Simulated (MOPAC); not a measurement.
**Run report: C$_{3}$H$_{5}$FSn, frequency calculation (part 3 of 3)**

C$_{3}$H$_{5}$FSn, SMILES C#[C][SnH]([CH3])[F]; PM6-D3H4, closed shell, dispersion D3H4 (MOPAC 23.2.5). The geometry was optimised with PM6-D3H4.

Geometry of the input (Å):
```
C  0.3367  2.4607  -1.3134
C  0.0823  1.3207  -1.0314
Sn -0.3120  -0.6232  -0.5540
C  -0.0316  -0.9282  1.5383
F  1.1894  -1.6376  -1.3915
H  0.5533  3.4427  -1.5577
H  -1.7087  -1.2369  -1.2501
H  -0.7737  -0.3391  2.0986
H  -0.1390  -2.0017  1.7654
H  0.9886  -0.5988  1.8053
```

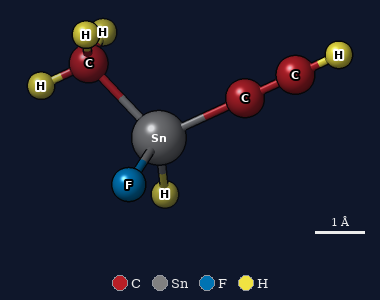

The structure as given in the input (ball-and-stick view, seen at a tilt). Sticks mark near contacts.

Log, continued:
```
 VIBRATION         14   14A           ATOM PAIR      ENERGY CONTRIBUTION    RADIAL
 FREQUENCY           868.72         C  1 -- H  6         +89.9% ( 97.5%)      0.0%
 TRANSITION DIPOLE   0.4907         C  1 -- C  2          +5.7% ( 24.6%)      0.0%
 TRAVEL (Ang.)       0.2691         C  1 -- Sn 3          +3.9% ( 20.2%)      0.0%
 REDUCED MASS        1.0721         C  2 -- Sn 3          +0.4% (  6.2%)      0.0%
 EFFECTIVE MASS      2.4619
 FORCE CONSTANT      0.4767

 VIBRATION         15   15A           ATOM PAIR      ENERGY CONTRIBUTION    RADIAL
 FREQUENCY           872.10         C  1 -- H  6         +89.9% ( 97.4%)      0.0%
 TRANSITION DIPOLE   0.4931         C  1 -- C  2          +5.8% ( 24.7%)      0.0%
 TRAVEL (Ang.)       0.2682         C  1 -- Sn 3          +3.9% ( 20.3%)      0.0%
 REDUCED MASS        1.0747         C  2 -- Sn 3          +0.4% (  6.1%)      0.1%
 EFFECTIVE MASS      2.4757
 FORCE CONSTANT      0.4816

 VIBRATION         16   16A           ATOM PAIR      ENERGY CONTRIBUTION    RADIAL
 FREQUENCY          1317.48         C  4 -- H 10         +33.5% ( 54.3%)      2.1%
 TRANSITION DIPOLE   1.1556         C  4 -- H  9         +30.9% ( 52.1%)      1.7%
 TRAVEL (Ang.)       0.3239         C  4 -- H  8         +29.8% ( 51.2%)      1.9%
 REDUCED MASS        0.4878         Sn 3 -- C  4          +5.7% ( 22.4%)     99.8%
 EFFECTIVE MASS      2.0084
 FORCE CONSTANT      0.4989

 VIBRATION         17   17A           ATOM PAIR      ENERGY CONTRIBUTION    RADIAL
 FREQUENCY          1341.15         C  4 -- H  8         +52.7% ( 63.9%)      0.4%
 TRANSITION DIPOLE   0.7326         C  4 -- H  9         +31.1% ( 49.1%)      6.8%
 TRAVEL (Ang.)       0.3288         C  4 -- H 10         +11.2% ( 29.4%)     36.3%
 REDUCED MASS        0.4650         Sn 3 -- C  4          +5.0% ( 19.7%)      0.8%
 EFFECTIVE MASS      1.6609
 FORCE CONSTANT      0.4928

 VIBRATION         18   18A           ATOM PAIR      ENERGY CONTRIBUTION    RADIAL
 FREQUENCY          1347.73         C  4 -- H 10         +51.5% ( 63.2%)      0.6%
 TRANSITION DIPOLE   0.7541         C  4 -- H  9         +32.9% ( 50.5%)      5.2%
 TRAVEL (Ang.)       0.3301         C  4 -- H  8         +10.5% ( 28.6%)     46.4%
 REDUCED MASS        0.4593         Sn 3 -- C  4          +5.0% ( 19.8%)      0.1%
 EFFECTIVE MASS      1.6628
 FORCE CONSTANT      0.4915

 VIBRATION         19   19A           ATOM PAIR      ENERGY CONTRIBUTION    RADIAL
 FREQUENCY          2321.51         C  1 -- C  2         +53.8% ( 94.1%)    100.0%
 TRANSITION DIPOLE   1.5870         C  2 -- Sn 3         +18.0% ( 54.5%)    100.0%
 TRAVEL (Ang.)       0.0823         C  1 -- H  6         +16.7% ( 52.5%)    100.0%
 REDUCED MASS        4.2838         C  1 -- Sn 3         +11.5% ( 43.4%)    100.0%
 EFFECTIVE MASS     10.4134
 FORCE CONSTANT     13.6025

 VIBRATION         20   20A           ATOM PAIR      ENERGY CONTRIBUTION    RADIAL
 FREQUENCY          2535.13         Sn 3 -- H  7         +99.9% (100.0%)    100.0%
 TRANSITION DIPOLE   0.2453
 TRAVEL (Ang.)       0.1632
 REDUCED MASS        0.9990
 EFFECTIVE MASS      1.1803
 FORCE CONSTANT      3.7829

 VIBRATION         21   21A           ATOM PAIR      ENERGY CONTRIBUTION    RADIAL
 FREQUENCY          2688.25         C  4 -- H 10         +62.6% ( 82.2%)     99.2%
 TRANSITION DIPOLE   0.8105         C  4 -- H  9         +29.9% ( 56.8%)     94.2%
 TRAVEL (Ang.)       0.2235         C  4 -- H  8          +6.6% ( 26.8%)     68.9%
 REDUCED MASS        0.5023         Sn 3 -- C  4          +0.9% (  9.6%)      0.0%
 EFFECTIVE MASS      1.4619
 FORCE CONSTANT      2.1387

 VIBRATION         22   22A           ATOM PAIR      ENERGY CONTRIBUTION    RADIAL
 FREQUENCY          2696.23         C  4 -- H  8         +59.4% ( 80.0%)     99.0%
 TRANSITION DIPOLE   0.7473         C  4 -- H  9         +36.0% ( 62.3%)     96.0%
 TRAVEL (Ang.)       0.2232         C  4 -- H 10          +3.7% ( 20.0%)     51.4%
 REDUCED MASS        0.5018         Sn 3 -- C  4          +0.9% (  9.7%)      0.0%
 EFFECTIVE MASS      1.4699
 FORCE CONSTANT      2.1493

 VIBRATION         23   23A           ATOM PAIR      ENERGY CONTRIBUTION    RADIAL
 FREQUENCY          2871.66         C  4 -- H  9         +33.3% ( 54.2%)     98.2%
 TRANSITION DIPOLE   0.7535         C  4 -- H  8         +33.2% ( 54.1%)     98.2%
 TRAVEL (Ang.)       0.2685         C  4 -- H 10         +32.7% ( 53.7%)     98.2%
 REDUCED MASS        0.3256         C  1 -- H  6          +0.5% (  6.8%)    100.0%
 EFFECTIVE MASS      1.0953
 FORCE CONSTANT      1.5821

 VIBRATION         24   24A           ATOM PAIR      ENERGY CONTRIBUTION    RADIAL
 FREQUENCY          2882.32         C  1 -- H  6         +79.8% ( 96.8%)    100.0%
 TRANSITION DIPOLE   0.9748         C  1 -- C  2         +12.2% ( 37.9%)    100.0%
 TRAVEL (Ang.)       0.1496         C  1 -- Sn 3          +6.5% ( 27.6%)    100.0%
 REDUCED MASS        1.0455         C  2 -- Sn 3          +1.1% ( 11.6%)    100.0%
 EFFECTIVE MASS      2.9943
 FORCE CONSTANT      5.1177

      SYMMETRY NUMBER FOR POINT-GROUP C1  =  1

          SYSTEM IS A GROUND STATE

 C#[C][SnH]([CH3])[F]
 C3H5FSn

          MOLECULE IS NOT LINEAR

          THERE ARE 24 GENUINE VIBRATIONS IN THIS SYSTEM
          THIS THERMODYNAMICS CALCULATION IS LIMITED TO
          MOLECULES WHICH HAVE NO INTERNAL ROTATIONS

                    CALCULATED THERMODYNAMIC PROPERTIES
                                          *
   TEMP. (K)   PARTITION FUNCTION   H.O.F.    ENTHALPY  HEAT CAPACITY ENTROPY
                                   KCAL/MOL   CAL/MOLE    CAL/K/MOL  CAL/K/MOL

 298.00  VIB.     0.1330D+03                  3067.3007    19.2801    20.0117
         ROT.     0.2274D+06                   888.2803     2.9808    27.4916
         INT.     0.3025D+08                  3955.5810    22.2609    47.5033
         TRA.     0.2311D+28                  1480.4672     4.9680    41.4473
         TOT.                       10.854    5436.0482    27.2289    88.9506

 200.00  VIB.     0.2341D+02                  1436.2117    13.7947    13.4474
         ROT.     0.1250D+06                   596.1613     2.9808    26.3029
         INT.     0.2927D+07                  2032.3729    16.7755    39.7503
         TRA.     0.1270D+28                   993.6021     4.9680    39.4661
         TOT.                        8.444    3025.9751    21.7435    79.2165

 210.00  VIB.     0.2804D+02                  1577.2410    14.4095    14.1354
         ROT.     0.1345D+06                   625.9693     2.9808    26.4484
         INT.     0.3772D+07                  2203.2103    17.3903    40.5837
         TRA.     0.1367D+28                  1043.2822     4.9680    39.7085
         TOT.                        8.665    3246.4926    22.3583    80.2923

 220.00  VIB.     0.3356D+02                  1724.3675    15.0139    14.8197
         ROT.     0.1442D+06                   655.7774     2.9808    26.5870
         INT.     0.4840D+07                  2380.1449    17.9947    41.4067
         TRA.     0.1466D+28                  1092.9623     4.9680    39.9396
         TOT.                        8.891    3473.1073    22.9628    81.3464

 230.00  VIB.     0.4013D+02                  1877.4810    15.6067    15.5002
         ROT.     0.1542D+06                   685.5855     2.9808    26.7195
         INT.     0.6187D+07                  2563.0665    18.5875    42.2197
         TRA.     0.1567D+28                  1142.6424     4.9680    40.1605
         TOT.                        9.124    3705.7089    23.5555    82.3802

 240.00  VIB.     0.4797D+02                  2036.4603    16.1870    16.1767
         ROT.     0.1643D+06                   715.3935     2.9808    26.8464
         INT.     0.7882D+07                  2751.8538    19.1678    43.0231
         TRA.     0.1670D+28                  1192.3226     4.9680    40.3719
         TOT.                        9.363    3944.1764    24.1358    83.3950

 250.00  VIB.     0.5729D+02                  2201.1760    16.7539    16.8491
         ROT.     0.1747D+06                   745.2016     2.9808    26.9681
         INT.     0.1001D+08                  2946.3776    19.7347    43.8171
         TRA.     0.1775D+28                  1242.0027     4.9680    40.5747
         TOT.                        9.607    4188.3803    24.7027    84.3919

 260.00  VIB.     0.6837D+02                  2371.4929    17.3071    17.5170
         ROT.     0.1853D+06                   775.0097     2.9808    27.0850
         INT.     0.1267D+08                  3146.5026    20.2879    44.6020
         TRA.     0.1883D+28                  1291.6828     4.9680    40.7696
         TOT.                        9.857    4438.1854    25.2559    85.3715

 270.00  VIB.     0.8154D+02                  2547.2717    17.8463    18.1803
         ROT.     0.1961D+06                   804.8177     2.9808    27.1975
         INT.     0.1599D+08                  3352.0894    20.8271    45.3778
         TRA.     0.1993D+28                  1341.3629     4.9680    40.9571
         TOT.                       10.112    4693.4523    25.7951    86.3349

 280.00  VIB.     0.9719D+02                  2728.3706    18.3712    18.8389
         ROT.     0.2071D+06                   834.6258     2.9808    27.3059
         INT.     0.2013D+08                  3562.9964    21.3520    46.1448
         TRA.     0.2104D+28                  1391.0430     4.9680    41.1377
         TOT.                       10.372    4954.0394    26.3200    87.2825

 290.00  VIB.     0.1157D+03                  2914.6472    18.8818    19.4925
         ROT.     0.2183D+06                   864.4339     2.9808    27.4105
         INT.     0.2526D+08                  3779.0810    21.8626    46.9030
         TRA.     0.2218D+28                  1440.7231     4.9680    41.3121
         TOT.                       10.638    5219.8041    26.8306    88.2151

 300.00  VIB.     0.1377D+03                  3105.9592    19.3783    20.1410
         ROT.     0.2297D+06                   894.2419     2.9808    27.5115
         INT.     0.3163D+08                  4000.2011    22.3591    47.6526
         TRA.     0.2334D+28                  1490.4032     4.9680    41.4805
         TOT.                       10.909    5490.6043    27.3271    89.1331

 310.00  VIB.     0.1638D+03                  3302.1655    19.8607    20.7843
         ROT.     0.2412D+06                   924.0500     2.9808    27.6093
         INT.     0.3952D+08                  4226.2155    22.8415    48.3936
         TRA.     0.2452D+28                  1540.0833     4.9680    41.6434
         TOT.                       11.185    5766.2988    27.8095    90.0370

 320.00  VIB.     0.1947D+03                  3503.1275    20.3294    21.4223
         ROT.     0.2530D+06                   953.8580     2.9808    27.7039
         INT.     0.4925D+08                  4456.9855    23.3102    49.1262
         TRA.     0.2571D+28                  1589.7634     4.9680    41.8011
         TOT.                       11.465    6046.7489    28.2782    90.9274

 330.00  VIB.     0.2311D+03                  3708.7088    20.7847    22.0549
         ROT.     0.2650D+06                   983.6661     2.9808    27.7956
         INT.     0.6124D+08                  4692.3749    23.7655    49.8505
         TRA.     0.2693D+28                  1639.4435     4.9680    41.9540
         TOT.                       11.750    6331.8185    28.7335    91.8045

 340.00  VIB.     0.2742D+03                  3918.7769    21.2268    22.6820
         ROT.     0.2771D+06                  1013.4742     2.9808    27.8846
         INT.     0.7599D+08                  4932.2511    24.2076    50.5666
         TRA.     0.2816D+28                  1689.1236     4.9680    42.1023
         TOT.                       12.040    6621.3747    29.1756    92.6689

 350.00  VIB.     0.3251D+03                  4133.2026    21.6563    23.3035
         ROT.     0.2894D+06                  1043.2822     2.9808    27.9710
         INT.     0.9409D+08                  5176.4848    24.6371    51.2745
         TRA.     0.2941D+28                  1738.8037     4.9680    42.2463
         TOT.                       12.334    6915.2885    29.6051    93.5209

 360.00  VIB.     0.3851D+03                  4351.8609    22.0734    23.9195
         ROT.     0.3019D+06                  1073.0903     2.9808    28.0550
         INT.     0.1163D+09                  5424.9512    25.0542    51.9745
         TRA.     0.3068D+28                  1788.4838     4.9680    42.3863
         TOT.                       12.632    7213.4351    30.0222    94.3608

 370.00  VIB.     0.4558D+03                  4574.6313    22.4787    24.5298
         ROT.     0.3146D+06                  1102.8984     2.9808    28.1367
         INT.     0.1434D+09                  5677.5297    25.4595    52.6665
         TRA.     0.3197D+28                  1838.1639     4.9680    42.5224
         TOT.                       12.934    7515.6936    30.4275    95.1889

 380.00  VIB.     0.5391D+03                  4801.3975    22.8726    25.1345
         ROT.     0.3274D+06                  1132.7064     2.9808    28.2162
         INT.     0.1765D+09                  5934.1039    25.8535    53.3507
         TRA.     0.3327D+28                  1887.8440     4.9680    42.6549
         TOT.                       13.240    7821.9480    30.8215    96.0056

 390.00  VIB.     0.6370D+03                  5032.0478    23.2556    25.7336
         ROT.     0.3404D+06                  1162.5145     2.9808    28.2936
         INT.     0.2168D+09                  6194.5623    26.2364    54.0272
         TRA.     0.3459D+28                  1937.5242     4.9680    42.7839
         TOT.                       13.550    8132.0865    31.2045    96.8112

 400.00  VIB.     0.7521D+03                  5266.4753    23.6281    26.3271
         ROT.     0.3536D+06                  1192.3226     2.9808    28.3691
         INT.     0.2659D+09                  6458.7978    26.6090    54.6962
         TRA.     0.3593D+28                  1987.2043     4.9680    42.9097
         TOT.                       13.864    8446.0021    31.5770    97.6059

   *: NOTE: HEATS OF FORMATION ARE RELATIVE TO THE
            ELEMENTS IN THEIR STANDARD STATE AT 298K
              (=  Standard Enthalpy of Formation).

            Hvib:  Zero-point energy is not included.
                   frequencies of less than zero cm-1 are not included.
            Hrot = (3/2)RT
            Htra = (3/2)RT + pV = (5/2)RT

            Heat capacity is Cp, not Cv

           FORCE CONSTANT IN CARTESIAN COORDINATES (Millidynes/A)

    ATOM   CHEMICAL       X               Y               Z
   NUMBER   SYMBOL  FORCE CONSTANT  FORCE CONSTANT  FORCE CONSTANT

      1       C       23.538244        1.138627        1.133484
      2       C       22.145177        0.776469        0.796576
      3      Sn        4.262487        5.119216        4.818041
      4       C        5.762307        5.864146        4.641300
      5       F        0.302458        2.536773        0.812555
      6       H        4.406794        0.357672        0.356742
      7       H        0.849295        2.031495        1.281214
      8       H        0.831544        2.911149        1.691547
      9       H        4.178804        0.668368        0.598575
     10       H        1.270686        3.065118        1.107975

 *                    *
 * JOB ENDED NORMALLY *
 *                    *

 TOTAL JOB TIME:             0.20 SECONDS

 == MOPAC DONE ==
```

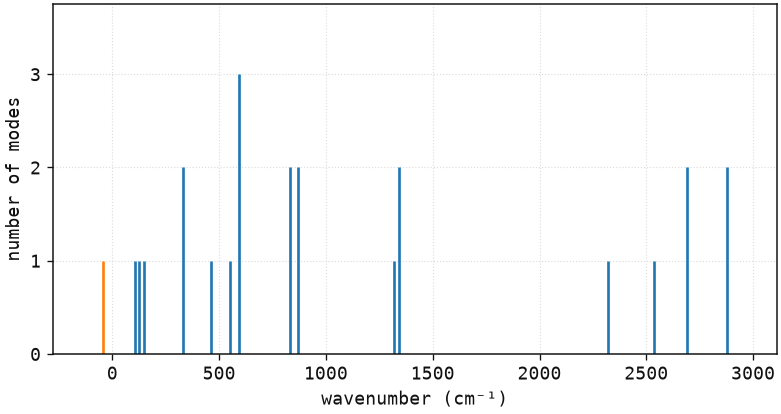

Harmonic vibrational wavenumbers from the force constants; neighbouring modes closer than 13 cm⁻¹ are counted in one stick, and imaginary ones are drawn at negative wavenumbers. 24 modes from 45i to 2882 cm⁻¹, 1 imaginary beyond 8i (45i cm⁻¹): not a clean minimum; so soft a mode can be a shallow saddle, an incomplete relaxation or noise of the force constants.

Results in brief:

| quantity | value |
| --- | --- |
| outcome | converged |
| heat of formation | 10.85 kcal/mol |
| basis functions | 25 |
| zero-point energy | 0.062046 hartree |
| wavenumbers, lowest and highest | 45i and 2882 cm⁻¹ |
| peak memory | 0.07 GiB |

Remarks:

MOPAC's energies along a path are heats of formation.
